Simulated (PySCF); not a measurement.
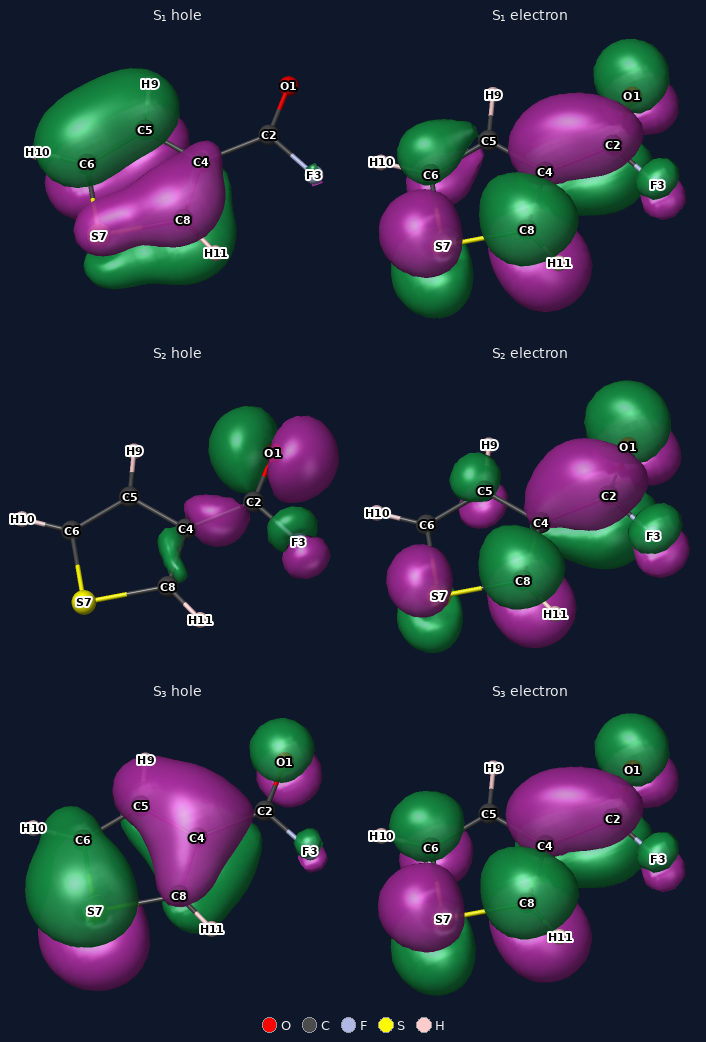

*C5H3FOS, SMILES `O=C(F)c1ccsc1`. Leading natural transition orbitals (full linear response singlet states).*

Computed with PySCF, CAM-B3LYP/6-31+G*, geometry: GFN2-xTB. No frequency check shows the geometry to be a minimum. GFN2-xTB bond lengths at metals and heavier atoms can be off by up to 0.1 Å and shapes distorted, which carries into these values.

Input script:

```python
import numpy as np
from pyscf import gto, scf, dft, tdscf
from pyscf.scf import atom_ks, atom_hf
from scipy.linalg import block_diag

def solve(mol, dm0=None, hcore=None):
    mf = (dft.UKS if mol.spin else dft.RKS)(mol, xc='camb3lyp')
    mf.grids.level = 3
    mf = mf.density_fit(auxbasis='def2-universal-jkfit')
    mf.conv_tol, mf.max_cycle = 1e-8, 80
    if hcore is not None:
        mf.get_hcore = lambda *args: hcore
    mf.kernel(dm0)
    if not mf.converged:
        mf = mf.newton().run(mf.mo_coeff, mf.mo_occ, max_cycle=30)
    assert mf.converged, 'SCF not converged'
    return mf

mol = gto.M(atom='''
O     -2.54033    -0.98470     0.00000
C     -1.76838    -0.08635     0.00000
F     -2.24565     1.20140     0.00000
C     -0.31940    -0.11531     0.00000
C      0.42466    -1.33103     0.00000
C      1.75860    -1.11318     0.00000
S      2.14310     0.56919     0.00000
C      0.49452     0.99075     0.00000
H     -0.04272    -2.29818     0.00000
H      2.55197    -1.83335     0.00000
H      0.19454     2.02025     0.00000
''', basis='6-31+g*', charge=0, spin=0, verbose=4)
mf = solve(mol)
td = mf.TDDFT()
td.nstates, td.singlet, td.conv_tol = 5, True, 1e-5
td.kernel()
td.analyze()
x, y = np.array([p[0] for p in td.xy]), np.array([p[1] + 0 * p[0] for p in td.xy])
f, mu = td.oscillator_strength(), td.transition_dipole()
nto = [td.get_nto(state=i + 1, verbose=4) for i in range(len(td.e))]
# spherically averaged free atoms, for the promolecule
atm = atom_ks.get_atm_nrks(mol, xc='camb3lyp')
pro = block_diag(*[(atm[a[0]][2] * atm[a[0]][3]) @ atm[a[0]][2].T for a in mol._atom])
np.savez('result.npz', e=td.e, f=f, ok=td.converged, w=[n[0] for n in nto], nto=[n[1] for n in nto], x=x, y=y, c=mf.mo_coeff, occ=mf.mo_occ, eps=mf.mo_energy, pro=pro, mu=mu)
```

Run with:

```sh
OMP_NUM_THREADS=1 python input.py
```

The run took 26 min on 1 thread of Intel(R) Xeon(R) Processor @ 2.50GHz (Skylake/Cascade Lake), on a shared host, peak memory 1 GiB.

Q: Describe these excited states.

A: By state:
- S₁: 5.33 eV (232 nm), f = 0.038, π → π*; the leading pair carries 94 %; hole on C6 (28 %), C5 (24 %) and C8 (21 %), electron on C8 (25 %), S7 (17 %) and C2 (16 %); their centroids lie 1.2 Å apart.
- S₂: 5.56 eV (223 nm), f = 0.000 (dark), n → π*; the leading pair carries 99 %; hole on O1 (69 %), C2 (10 %) and F3 (10 %), electron on C2 (33 %), O1 (25 %) and C8 (14 %); their centroids lie 1.2 Å apart.
- S₃: 5.67 eV (219 nm), f = 0.237 (bright); the leading pair carries 90 %; hole on S7 (36 %), C4 (24 %) and C5 and C8 (10 % each), electron on C8 (24 %), S7 (17 %) and C2 (15 %); their centroids lie 0.7 Å apart.
